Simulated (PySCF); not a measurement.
C₇H₈OS, SMILES O(c1c(S)cccc1)C at its GFN2-xTB optimised geometry (Å):

```
17

C     -2.3869    -1.7803     0.0037
O     -0.9820    -1.7279    -0.0008
C     -0.3705    -0.5024     0.0000
C     -1.0375     0.7133     0.0008
C     -0.3298     1.9057     0.0012
C      1.0518     1.8997     0.0006
C      1.7299     0.6936     0.0000
C      1.0322    -0.5024     0.0000
S      1.9370    -2.0207    -0.0002
H     -2.6405    -2.8395     0.0030
H     -2.8087    -1.3070    -0.8885
H     -2.8025    -1.3094     0.8999
H     -2.1157     0.7425     0.0009
H     -0.8712     2.8395     0.0018
H      1.6036     2.8267     0.0007
H      2.8087     0.6655     0.0000
H      0.8619    -2.7999     0.0087
```

Method: B3LYP/def2-SVP in PySCF 2.14.0.

Map of the Laplacian of the electron density (e/bohr⁵), clipped to [-1.50, 1.50] on the plane z = 1.0 Å:

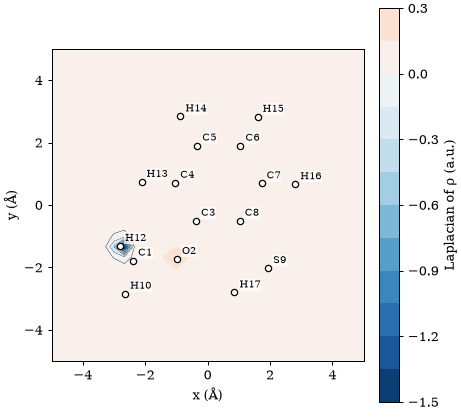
Figure. Laplacian of the electron density (e/bohr⁵), clipped to [-1.50, 1.50] on the plane z = 1.0 Å.
